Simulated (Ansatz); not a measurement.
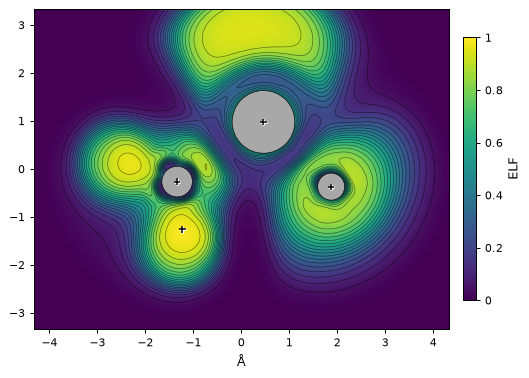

The electron localisation function on a plane through atoms (crosses mark nuclei in the plane; grey discs cover the cores).

All numbers below come from isolated molecule in a Gaussian basis; Kohn-Sham density functional theory, functional PBE0 in Ansatz.

Candidates:
A. H₂NOSn (SMILES [NH2][Sn-]=[O]) (charge −1)
B. CH₃GeMg (doublet)
C. CH₃BSi (SMILES [BH]C=[SiH+]) (charge +1, doublet)

Q: Which system is this?

A: Candidate A: H₂NOSn on the plane of atoms N1, Sn3 and O2, which holds N, O, Sn and H. Sn–O (1.95 Å): the ELF peaks at about 0.80 in the valence shell of O, 0.6 Å from its nucleus, and drops to about 0.15 between the two atoms. Sn–N (2.19 Å): the ELF peaks at about 0.90 in the valence shell of N, 0.7 Å from its nucleus, and drops to about 0.15 between the two atoms.
